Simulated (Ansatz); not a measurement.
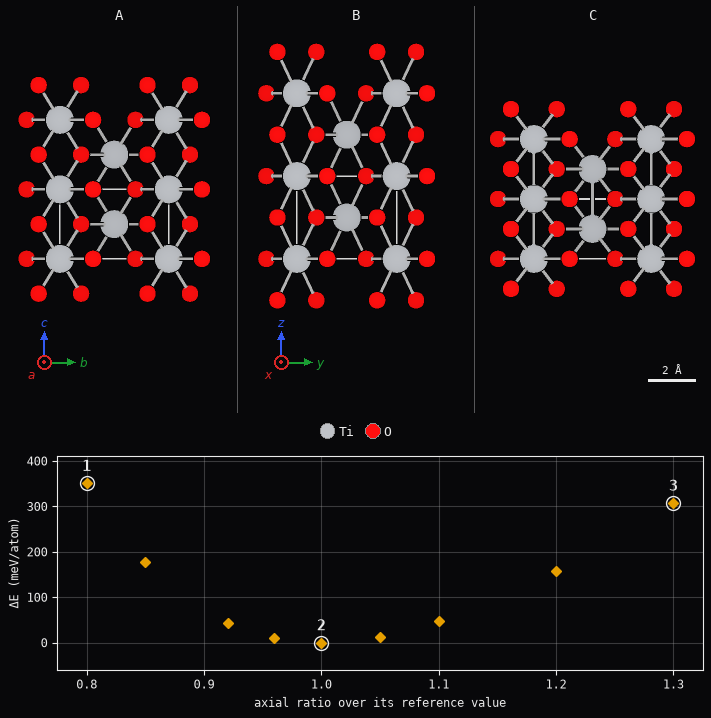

Energy scan for crystalline TiO2 (P4_2/mnm), in which the ratio of the cell's length along z to its lengths across, counted as 1 for the reference, is changed at fixed volume (a c/a path), with the atoms kept at their fractional coordinates. x, y and z are the Cartesian axes of the input. The frames are shuffled; the numbered points of the plot belong to them. A ball-and-stick model of the cell of the calculation, repeated 2 × 1 × 2 with one cell outlined, seen along the a axis.

Method: DFT PBE, scalar-relativistic, plane waves, PAW in Ansatz. Settings: plane-wave cutoff 420 eV; k-point mesh 8 × 8 × 10; occupations gaussian; smearing width 0.05 eV; no spin polarisation. Energies (free energies at the smearing named) are counted from the relaxed crystal.

> Match the frames to the points.

Point 1 is frame C (the relative ratio 0.80, 351 meV/atom); 2 is frame A (the relative ratio 1.00, 0 meV/atom); 3 is frame B (the relative ratio 1.30, 307 meV/atom). The lowest computed point lies at the relative ratio 1.00 (0 meV/atom). The distortion keeps the space group P4_2/mnm. At the relative ratio 1.30 the cell of the drawing goes a 4.643 → 4.254 Å, b 4.643 → 4.254 Å, c 2.964 → 3.531 Å.
